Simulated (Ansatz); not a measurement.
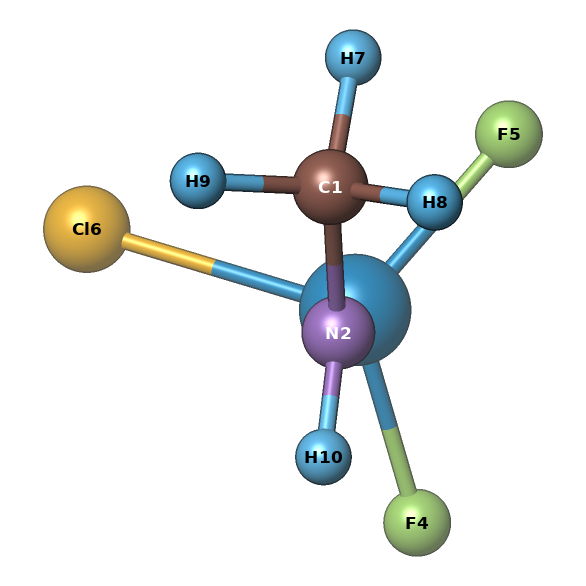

Ti3 lies behind N2. The molecule seen nearly along the N2–Ti3 bond, N2 in front. Distant atoms are faded towards the background colour. The species is neutral and a spin singlet. The computed structure is the end point of a PBE0-D4/def2-TZVP optimisation.

> What is the torsion angle C1–N2–Ti3–Cl6? The sign is positive where the front bond must turn clockwise to cover the back bond.

−76°, synclinal (gauche).
